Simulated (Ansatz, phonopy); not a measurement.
# Grüneisen parameters and expansion of ZrC (Fm-3m), part 4 of 4

Aim: how the vibrations of ZrC shift with volume, and the expansion that follows.

Ansatz 0.2.0; DFT PBEsol, scalar-relativistic, plane waves, PAW.

So far. Step 15 (Single point at a scaled cell, V/V0 1.05): The run ends at a pressure of -10.43 GPa. Step 16 (Lattice dynamics at this volume, V/V0 1.05): No mode is imaginary beyond numerical noise at the solved wavevectors. The highest zone-centre mode (no LO–TO term) moved by -10.2 % for a volume change of +5.0 %.

The database entry behind the starting cell differs from later determinations by our own check (an axis about 0.7 % long against later determinations), so it need not match the best structure at ambient conditions.

### 17. How the modes move with volume (continued)

Grüneisen at points, by row:

```
point  branch  frequency (cm⁻¹)  mode Grüneisen parameter
    Γ       4             443.5                      2.08
    X       1             214.5                      1.63
    X       3             268.7                      1.85
    X       4             470.6                      1.76
    X       6             544.2                      1.29
    U       1               212                      2.03
    U       2             255.5                      1.76
    U       3             266.9                      1.39
    U       4             503.6                      1.49
    U       5             534.7                      1.34
    U       6             585.8                      1.31
    K       1               212                      2.03
    K       2             255.5                      1.76
    K       3             266.9                      1.39
    K       4             503.6                      1.49
    K       5             534.7                      1.34
    K       6             585.8                      1.31
    L       1             189.5                      2.11
    L       3             329.6                       1.3
    L       4             528.5                       1.5
    L       6             665.7                      1.11
    W       1             245.5                      1.66
    W       3             252.1                      1.56
    W       4               519                       1.4
    W       6               595                      1.27
```

### 18. Free-energy fit

This step gave:

| Item | Value |
| --- | --- |
| volume expansion coefficient at 300 K | 17.23 1e-6/K |
| isothermal bulk modulus at 300 K | 227.5 GPa |
| C_P at 300 K | 18.99 J/mol-atom/K |
| Grüneisen parameter at 300 K | 1.608 |

Table of energy (each curve on its own zero) by volume; values in meV/atom:

```
volume (Å³/atom)  static  F at 0 K  F at 300 K  F at 1300 K
          12.340    8.85      12.9        14.8         29.1
          12.531    2.16      4.57        5.76         14.7
          12.722       0      0.83         1.3         4.61
          12.912    2.06      1.33        1.05        -1.32
          13.103    8.04      5.77         4.7        -3.46
          13.358    21.6      17.3        15.1        -0.93
```

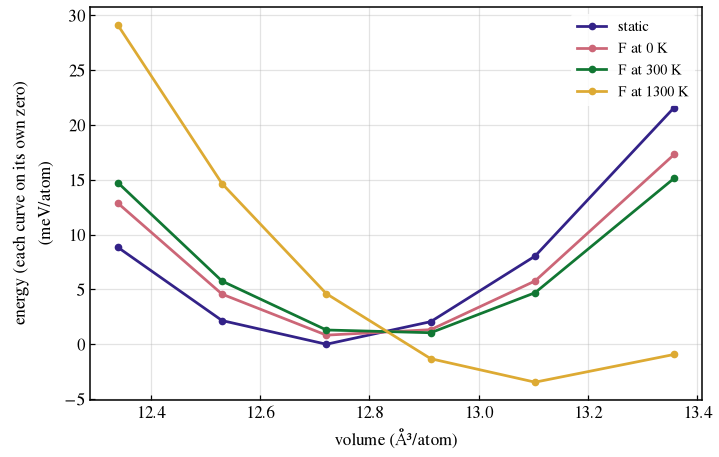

Energy (each curve on its own zero), plotted against volume.

Phonopy-qha, vinet fit of F(V) at each temperature; no electronic free energy. Qha vinet, by row:

```
T (K)  fitted volume (Å³/atom)  alpha_V (1e-6/K)  B_T (GPa)  C_P (J/mol-atom/K)  Grueneisen
  100                     12.8              5.98      231.4               6.354       1.667
  150                     12.8             10.06      230.7               10.85       1.649
  200                    12.81             13.21      229.7               14.43       1.629
  250                    12.82             15.54      228.7               17.08       1.615
  300                    12.83             17.23      227.5               18.99       1.608
  350                    12.84             18.47      226.3               20.37       1.603
  400                    12.85             19.42        225               21.39       1.602
  450                    12.86             20.17      223.8               22.16       1.601
  500                    12.88             20.77      222.5               22.75       1.602
  550                    12.89             21.28      221.2               23.22       1.603
  600                    12.91             21.71      219.8                23.6       1.605
  650                    12.92              22.1      218.5               23.91       1.607
  700                    12.93             22.45      217.1               24.18        1.61
  750                    12.95             22.77      215.8               24.41       1.613
  800                    12.96             23.07      214.4               24.61       1.616
  850                    12.98             23.36        213               24.79        1.62
  900                    12.99             23.63      211.6               24.95       1.623
  950                    13.01              23.9      210.2               25.09       1.627
 1000                    13.02             24.16      208.8               25.23       1.631
 1050                    13.04             24.42      207.4               25.36       1.634
 1100                    13.06             24.68      205.9               25.48       1.638
 1150                    13.07             24.93      204.5               25.59       1.643
 1200                    13.09             25.19        203                25.7       1.647
 1250                    13.11             25.45      201.6                25.8       1.651
```

Table of volume expansion coefficient, phonopy-qha, Vinet by temperature:

```
temperature (K)  volume expansion coefficient, phonopy-qha, Vinet (1e-6/K)
            100                                                       5.98
            200                                                       13.2
            300                                                       17.2
            400                                                       19.4
            500                                                       20.8
            600                                                       21.7
            700                                                       22.4
            800                                                       23.1
            900                                                       23.6
           1000                                                       24.2
           1100                                                       24.7
           1200                                                       25.2
```

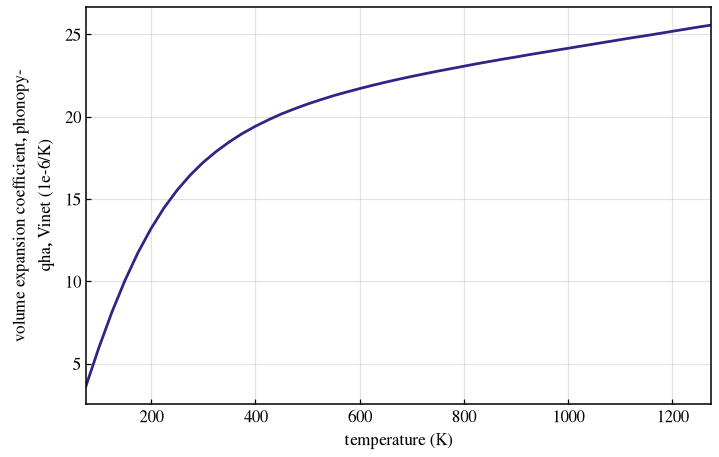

Volume expansion coefficient, phonopy-qha, Vinet, plotted against temperature.

The fit gives a volume expansion of 17.2 × 10⁻⁶/K at 300 K.

### 19. Summary of results

```yaml
volume_expansion_coefficient_at_300_k: 17.23 1e-6/K
isothermal_bulk_modulus_at_300_k: 227.5 GPa
c_p_at_300_k: 18.99 J/mol-atom/K
grueneisen_parameter_at_300_k: 1.608
mean_mode_grueneisen_parameter_at_300_k: 1.58
```

Near room temperature ZrC expands by 17.2 × 10⁻⁶/K in volume by PBEsol, with C_P = 19.0 J/(mol K) per mole of atoms and B_T = 227 GPa. C_P at room temperature is 76 % of the classical 3R an atom, so the stiffest modes are still partly frozen out. The fit leaves out the electrons' free energy, which adds to C_P and to the expansion of a metal at high temperature. The heat-capacity-weighted Grüneisen parameter goes from 1.60 at 50 K to 1.55 at 800 K. Weighting γ by the density of states and each mode's heat capacity at 300 K, modes below 220 cm⁻¹ give about 37 % of the sum of γC that drives the expansion, those up to 440 cm⁻¹ 26 % and the rest 37 %. Among the labelled points γ is largest for branch 1 at L (190 cm⁻¹, 2.1) and smallest for branch 6 at L (666 cm⁻¹, 1.1). The PAW files were made for PBE and are used here under another functional, for which the program regenerates the frozen cores.

[Logs are printed without paths, hosts, clocks, repeated set-up lines and the standing remarks that a program may print on its own settings, such as how far it seeks lower states.]

[Hosts, paths, dates, database ids (printed as entryN), source tags and the programs' standing remarks are cut or masked in the printed files.]

[A step with changed settings may run another functional than the one named; its input shows which.]

[Of the runs on displaced cells, only some may be shown.]
